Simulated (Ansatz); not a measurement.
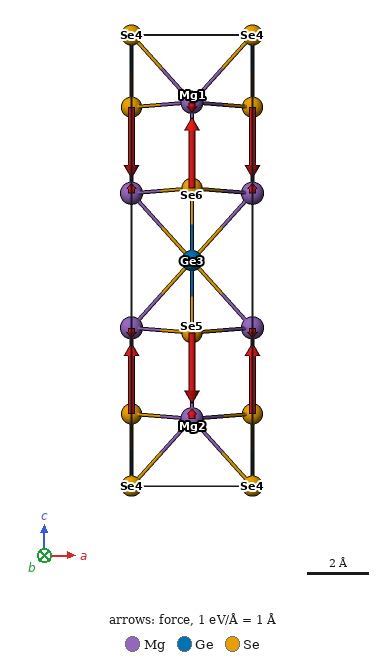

Starting geometry of crystalline Mg2GeSe3 (built on the Ca2CuO3-71 type type) with the computed forces as red arrows. Style: ball-and-stick. Shown: the conventional cell (2 times the calculation's cell), along the b axis. Lengths and directions refer to the drawn axes.

The calculation used Ansatz 0.2.0, DFT, PBEsol, plane waves, PAW. Set-up: plane-wave cutoff 420 eV; k-point mesh 8 × 8 × 8; occupations fermi dirac; smearing width 0.03 eV; no spin polarisation; cell and atoms relaxed; force threshold 0.01 eV/Å; at most 120 steps.

> Is this structure relaxed? If not, where do the atoms go?

It isn't relaxed: the largest force vector, on Se atoms, is 2.38 eV/Å. The atoms end up moving mostly along the starting forces (cosine between the two patterns 1.00). The energy falls by 1.152 eV per cell of the calculation in 6 accepted moves (7 points after the start). Largest force component: 2.4 eV/Å at the start, 0.0042 eV/Å at the end. Pressure: 1.32 GPa at the start and 0.02 GPa at the end. At 1 point the geometry stayed and the basis and grid were re-selected for the new cell (energy shift of 0.8 meV per cell of the calculation at most each time). The largest moves relative to the cell, 0.22 Å, are those of Se5 and Se6. Se6 goes along +c. By element the largest moves are Se 0.22 Å, Mg 0.04 Å. Ge stays in place. The volume changes by −8.8 %, with a 4.021 → 3.480 Å (−13.5 %), b 4.680 → 4.888 Å (+4.4 %), c 14.993 → 15.127 Å (+0.9 %). Among the contacts that change: Ge3–Se5 2.398 → 2.635 Å, Mg1–Se6 2.861 → 2.629 Å, Mg1–Se4 3.007 → 2.883 Å, Ge3–Se4 2.340 → 2.444 Å. Bond angles that change, for instance: Mg1–Se5–Mg1 81.2° → 70.4°, Mg1–Se4–Mg2 96.1° → 105.8°, Mg1–Se4–Mg1 83.9° → 74.2°. The space group stays Immm (No. 71). The run took 97 s on 2 threads of AMD EPYC 7R13 Processor (Zen 3), on a shared host, peak memory 0.9 GiB.
